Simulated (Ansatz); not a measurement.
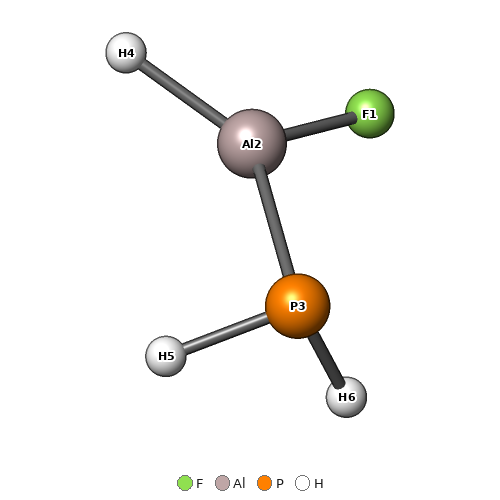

The system is AlFH₃P (SMILES [F][AlH][PH2]) with the probe Cl-; the picture shows it without the atoms that are moved over the map. The probe is moved over the molecule's main plane. Coordinates scanned: (1) x of the probe's Cl atom; (2) y of the probe's Cl atom. Nothing is relaxed (molecule and probe rigid). The scan uses a 13 × 11 grid. At 31 points there is no value (left out of the scan, as a rule where atoms come close). Points are written as (first, second). Energies: kJ/mol, counted from the lowest grid point. Energies and slopes of some neighbouring points disagree (a jump in structure or state, or too coarse a mesh). Computed with RKS CAM-B3LYP-D4/def2-SVPD in Ansatz.

Range: x of the probe's Cl atom from −5.70 to 5.70 Å; y of the probe's Cl atom from −4.75 to 4.75 Å.

Question: Predict the map.

Answer: The lowest grid point is at (−1.90 Å, −3.80 Å) [nearest 1 H at 3.00 Å]. The highest grid point, (2.85 Å, 0.00 Å) [nearest 1 F at 1.35 Å], lies 1301 kJ/mol above the lowest.

| y of the probe's Cl atom ↓, x of the probe's Cl atom → | −5.70 | −4.75 | −3.80 | −2.85 | −1.90 | −0.95 | 0.00 | 0.95 | 1.90 | 2.85 | 3.80 | 4.75 | 5.70 |
| --- | --- | --- | --- | --- | --- | --- | --- | --- | --- | --- | --- | --- | --- |
| 4.75 | 41 | 40 | 37 | 35 | 34 | 35 | 41 | 48 | 53 | 56 | 57 | 56 | 54 |
| 3.80 | 39 | 36 | 31 | 26 | 24 | 23 | 31 | 46 | 58 | 62 | 61 | 59 | 57 |
| 2.85 | 36 | 30 | 28 | 61 | 114 | 74 | 39 | 81 | 108 | 85 | 69 | 63 | 59 |
| 1.90 | 32 | 25 | 72 | – | – | – | 287 | 761 | 900 | 315 | 93 | 67 | 60 |
| 0.95 | 28 | 28 | – | – | – | – | – | – | – | 1172 | 152 | 69 | 60 |
| 0.00 | 26 | 36 | – | – | – | – | – | – | – | 1301 | 152 | 64 | 57 |
| −0.95 | 24 | 27 | – | – | – | – | – | – | – | 392 | 76 | 54 | 53 |
| −1.90 | 25 | 14 | 47 | – | – | – | – | – | 502 | 75 | 41 | 46 | 50 |
| −2.85 | 27 | 17 | 5 | 0 | 5 | 137 | – | – | 214 | 41 | 36 | 43 | 47 |
| −3.80 | 31 | 24 | 15 | 5 | 0 | 21 | 90 | 101 | 47 | 32 | 37 | 43 | 45 |
| −4.75 | 33 | 30 | 25 | 21 | 17 | 18 | 23 | 27 | 30 | 34 | 39 | 42 | 44 |

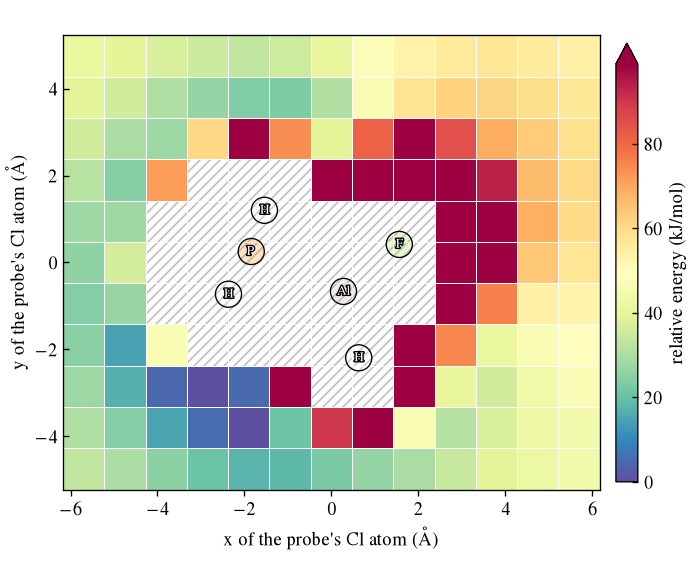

The picture shows one coloured cell a grid point, labelled circles for the molecule's atoms, projected on the plane, one colour for all values above the top of the scale, hatched blanks where no value was computed.

Time for the 112 points that were run: 7.7 min on 1 thread of Intel(R) Xeon(R) 6975P-C (Granite Rapids), with other jobs on the host.
